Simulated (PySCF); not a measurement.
# [Sm(H2O)3]3+: other functionals and bases at one geometry

How far do other levels of theory move the description of [Sm(H2O)3]3+, and what does each cost? It is a constructed species; whether it can be made isn't addressed.

Computed with PySCF 2.14.0. Level: several levels, as the steps say, no spin–orbit coupling.

1 further run of the same task is left out (for a known fault of the program).

**1. Where the work starts**

10 atoms, charge 3, spin multiplicity 1.

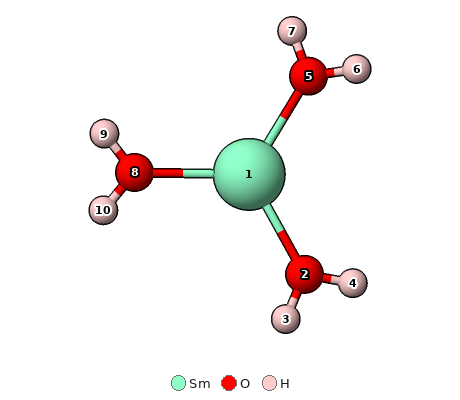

The structure; samarium green, oxygen red, hydrogen pink; atoms are numbered from 1 in the order of the file.

Geometry (Å):

```xyz
10
charge 3, multiplicity 1
Sm    0.0000    0.0000    0.0000
O     2.3065    0.0000    0.0000
H     2.9229   -0.7636    0.1104
H     2.9229    0.7636   -0.1104
O    -1.1532    1.9975    0.0000
H    -0.8002    2.9131    0.1104
H    -2.1227    2.1495   -0.1104
O    -1.1533   -1.9974    0.0000
H    -2.1227   -2.1495    0.1104
H    -0.8002   -2.9131   -0.1104
```

Formal oxidation states: Sm +3. Each metal's 5 4f electrons lie in its core potential, so multiplicities, spins and levels count the valence alone. An earlier session relaxed this geometry at PBE0, Sm lcecp-1-SVP with ECP51, O def2-SVP, H def2-SVP (singlet, point group D3).

At PBE0 on the finer grid: E = -262.513739 Eh, HOMO -25.05 eV, LUMO -16.82 eV, Mulliken charge on Sm1 +2.00 e, largest force component 0.007 eV/Å. 

Levels to run: HF; r2SCAN; PBE0, TZVP. Hardware: 2 threads of Arm Neoverse V2, shared host.

**2. HF**

Contents of run.py (the lines that set the calculation):

```python
mol = gto.M(atom='''
Sm     0.00000     0.00000     0.00000
O      2.30647    -0.00001     0.00000
H      2.92288    -0.76359     0.11041
H      2.92289     0.76356    -0.11041
O     -1.15322     1.99747     0.00000
H     -0.80015     2.91309     0.11041
H     -2.12271     2.14952    -0.11041
O     -1.15325    -1.99745     0.00000
H     -2.12273    -2.14950     0.11041
H     -0.80019    -2.91308    -0.11041''',
    basis={'Sm': 'lcecp-1-SVP', 'O': 'def2-SVP', 'H': 'def2-SVP'},
    ecp={'Sm': 'lcecp-1-SVP'},
    charge=3, spin=0)
mf = scf.RHF(mol)
mf = mf.density_fit()  # fitting sets: Sm AutoAux, O def2-universal-JKFIT, H def2-universal-JKFIT
mf.conv_tol = 1e-08; mf.max_cycle = 55
mf.kernel(dm0)  # dm0: the density of the relaxed state
```

Started as:

```console
$ OMP_NUM_THREADS=2 python run.py
```

The log of the run:

```text
init E= -261.198064925871
  HOMO = -1.09686531689023  LUMO = -0.485589967658115  gap/eV = 16.63365
cycle= 1 E= -261.216890434945  delta_E= -0.0188  |g|= 0.0468  |ddm|= 0.347
  HOMO = -1.09435910594475  LUMO = -0.499322831306614  gap/eV = 16.19176
cycle= 2 E= -261.217664922473  delta_E= -0.000774  |g|= 0.0101  |ddm|= 0.0669
  HOMO = -1.09622387404197  LUMO = -0.499657115994228  gap/eV = 16.23341
cycle= 3 E= -261.217725851469  delta_E= -6.09e-05  |g|= 0.00554  |ddm|= 0.0179
  HOMO = -1.09531229635333  LUMO = -0.499996185891913  gap/eV = 16.19938
cycle= 4 E= -261.217733219161  delta_E= -7.37e-06  |g|= 0.00101  |ddm|= 0.00476
  HOMO = -1.09554783156499  LUMO = -0.500192416388881  gap/eV = 16.20045
cycle= 5 E= -261.217733972513  delta_E= -7.53e-07  |g|= 0.000255  |ddm|= 0.00183
  HOMO = -1.09558000442356  LUMO = -0.500171079861904  gap/eV = 16.20190
cycle= 6 E= -261.217734018827  delta_E= -4.63e-08  |g|= 5.13e-05  |ddm|= 0.000466
  HOMO = -1.0955884823352  LUMO = -0.500170711265003  gap/eV = 16.20214
cycle= 7 E= -261.217734020341  delta_E= -1.51e-09  |g|= 7.64e-06  |ddm|= 8.18e-05
  HOMO = -1.09558871971435  LUMO = -0.500170819975768  gap/eV = 16.20215
Extra cycle  E= -261.21773402037  delta_E= -2.91e-11  |g|= 2.94e-06  |ddm|= 8.11e-06
converged SCF energy = -261.21773402037
```

It took 2.2 s on 2 threads of Arm Neoverse V2, shared host.

Read off: E = -261.217734 Eh, HOMO -29.81 eV, LUMO -13.61 eV, Mulliken charge on Sm1 +2.30 e, largest force component 1.525 eV/Å. 

**3. r2SCAN**

run.py (the lines that set the calculation): that of step 2 with these lines changed.

```diff
@@ -14,3 +14,4 @@
     charge=3, spin=0)
-mf = scf.RHF(mol)
+mf = dft.RKS(mol, xc='R2SCAN')
+mf.grids.atom_grid = (75, 302)  # f atoms: unpruned, at least (60, 302)
 mf = mf.density_fit()  # fitting sets: Sm AutoAux, O def2-universal-JKFIT, H def2-universal-JKFIT
```

Started as:

```console
$ OMP_NUM_THREADS=2 python run.py
```

The log of the run:

```text
init E= -262.660192621141
  HOMO = -0.868871419146234  LUMO = -0.63271977450745  gap/eV = 6.42601
cycle= 1 E= -262.660925436093  delta_E= -0.000733  |g|= 0.012  |ddm|= 0.0879
  HOMO = -0.867961178729223  LUMO = -0.627710221427013  gap/eV = 6.53756
cycle= 2 E= -262.660951054926  delta_E= -2.56e-05  |g|= 0.00769  |ddm|= 0.0314
  HOMO = -0.868264414836568  LUMO = -0.629808794170153  gap/eV = 6.48871
cycle= 3 E= -262.660970360655  delta_E= -1.93e-05  |g|= 0.0013  |ddm|= 0.0121
  HOMO = -0.86842044859358  LUMO = -0.629772226845571  gap/eV = 6.49395
cycle= 4 E= -262.66097062719  delta_E= -2.67e-07  |g|= 0.000577  |ddm|= 0.00116
  HOMO = -0.868365104560842  LUMO = -0.629789461310136  gap/eV = 6.49197
cycle= 5 E= -262.660970690853  delta_E= -6.37e-08  |g|= 4.43e-05  |ddm|= 0.000423
  HOMO = -0.868366040440424  LUMO = -0.629780958099209  gap/eV = 6.49223
cycle= 6 E= -262.660970691361  delta_E= -5.08e-10  |g|= 2.85e-06  |ddm|= 5.87e-05
  HOMO = -0.868365811637848  LUMO = -0.629782021053138  gap/eV = 6.49220
Extra cycle  E= -262.660970691361  delta_E= -5.68e-13  |g|= 3.7e-06  |ddm|= 7.9e-06
converged SCF energy = -262.660970691361
```

Run time: 7.3 s. Hardware: 2 threads of Arm Neoverse V2, shared host.

It gives: E = -262.660971 Eh, HOMO -23.63 eV, LUMO -17.14 eV, Mulliken charge on Sm1 +1.99 e, largest force component 0.113 eV/Å. 

**4. PBE0, TZVP**

Basis: Sm lcecp-1-TZVP with ECP51, O def2-TZVP, H def2-TZVP. 

run.py (the lines that set the calculation): that of step 3 with these lines changed.

```diff
@@ -11,6 +11,6 @@
 H     -0.80019    -2.91308    -0.11041''',
-    basis={'Sm': 'lcecp-1-SVP', 'O': 'def2-SVP', 'H': 'def2-SVP'},
-    ecp={'Sm': 'lcecp-1-SVP'},
+    basis={'Sm': 'lcecp-1-TZVP', 'O': 'def2-TZVP', 'H': 'def2-TZVP'},
+    ecp={'Sm': 'lcecp-1-TZVP'},
     charge=3, spin=0)
-mf = dft.RKS(mol, xc='R2SCAN')
+mf = dft.RKS(mol, xc='PBE0')
 mf.grids.atom_grid = (75, 302)  # f atoms: unpruned, at least (60, 302)
@@ -18,2 +18,2 @@
 mf.conv_tol = 1e-08; mf.max_cycle = 55
-mf.kernel(dm0)  # dm0: the density of the relaxed state
+mf.kernel(dm0)  # dm0: free metal ions and neutral atoms
```

Started as:

```console
$ OMP_NUM_THREADS=2 python run.py
```

The log of the run:

```text
init E= -253.394141750645
  HOMO = -1.33585574555854  LUMO = -0.690281565868236  gap/eV = 17.56697
cycle= 1 E= -260.918846458299  delta_E= -7.52  |g|= 3.55  |ddm|= 2.26
  HOMO = -0.617093417387863  LUMO = -0.54094639477146  gap/eV = 2.07207
cycle= 2 E= -252.242453012946  delta_E= 8.68  |g|= 5.98  |ddm|= 4.65
  HOMO = -0.95506274701266  LUMO = -0.504607419624192  gap/eV = 12.25751
cycle= 3 E= -262.564727782497  delta_E= -10.3  |g|= 0.876  |ddm|= 4.49
  HOMO = -0.93563509084956  LUMO = -0.636398257144387  gap/eV = 8.14265
cycle= 4 E= -262.774507450814  delta_E= -0.21  |g|= 0.226  |ddm|= 1.26
  HOMO = -0.917918476776559  LUMO = -0.613684025132145  gap/eV = 8.27864
cycle= 5 E= -262.783955206713  delta_E= -0.00945  |g|= 0.0312  |ddm|= 0.158
  HOMO = -0.920897085025209  LUMO = -0.615476867268656  gap/eV = 8.31091
cycle= 6 E= -262.784144833096  delta_E= -0.00019  |g|= 0.00219  |ddm|= 0.02
  HOMO = -0.921192677831579  LUMO = -0.615498051847905  gap/eV = 8.31837
cycle= 7 E= -262.784145844559  delta_E= -1.01e-06  |g|= 0.000399  |ddm|= 0.00412
  HOMO = -0.921137826178824  LUMO = -0.615402544168379  gap/eV = 8.31948
cycle= 8 E= -262.784145871163  delta_E= -2.66e-08  |g|= 6.66e-05  |ddm|= 0.000521
  HOMO = -0.921144282477051  LUMO = -0.615410237217861  gap/eV = 8.31945
cycle= 9 E= -262.784145871951  delta_E= -7.88e-10  |g|= 1.19e-05  |ddm|= 4.02e-05
  HOMO = -0.921146267951128  LUMO = -0.61540828615684  gap/eV = 8.31955
Extra cycle  E= -262.784145871924  delta_E= 2.72e-11  |g|= 1.8e-05  |ddm|= 1.54e-05
converged SCF energy = -262.784145871924
```

It took 17 s on 2 threads of Arm Neoverse V2, shared host.

Read off: E = -262.784146 Eh, HOMO -25.07 eV, LUMO -16.75 eV, Mulliken charge on Sm1 +2.22 e, largest force component 0.321 eV/Å. 

**5. All levels side by side**

| level | state | HOMO (eV) | gap (eV) | charge on Sm1 (e) | dipole (D) | largest force (eV/Å) | basis functions | time |
| --- | --- | --- | --- | --- | --- | --- | --- | --- |
| PBE0 (relaxed here) | singlet | -25.05 | 8.24 | 2.00 | 0.00 | 0.01 | 105 | 14 s |
| HF | singlet | -29.81 | 16.20 | 2.30 | 0.00 | 1.53 | 105 | 2.2 s |
| r2SCAN | singlet | -23.63 | 6.49 | 1.99 | 0.00 | 0.11 | 105 | 7.3 s |
| PBE0, TZVP | singlet | -25.07 | 8.32 | 2.22 | 0.00 | 0.32 | 176 | 17 s |

Times are on 2 threads of Arm Neoverse V2, shared host; the first row also made further properties. The dipole of a charged species depends on the origin, so these sizes hold for this origin alone.

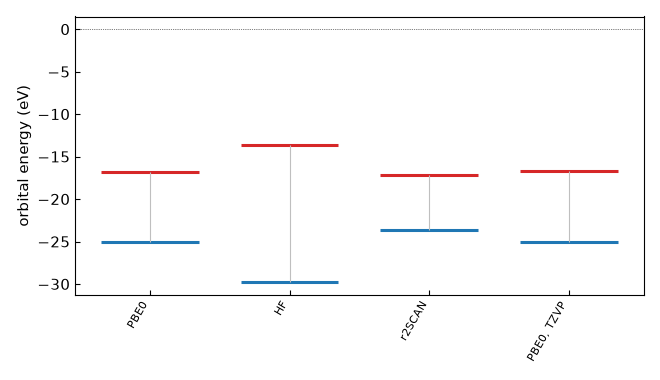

Highest filled and lowest empty level, method by method.

In one basis the HOMO–LUMO gap runs from 6.49 eV (r2SCAN) to 16.20 eV (HF). The largest leftover force, 1.53 eV/Å with HF, stands at a geometry relaxed at another level. The Mulliken charge on Sm spans +1.99 to +2.30 e over the levels. With 4f in the core, its levels are missing from HOMO and gap. Total energies of different levels can't be compared. Spin–orbit coupling is left out throughout.
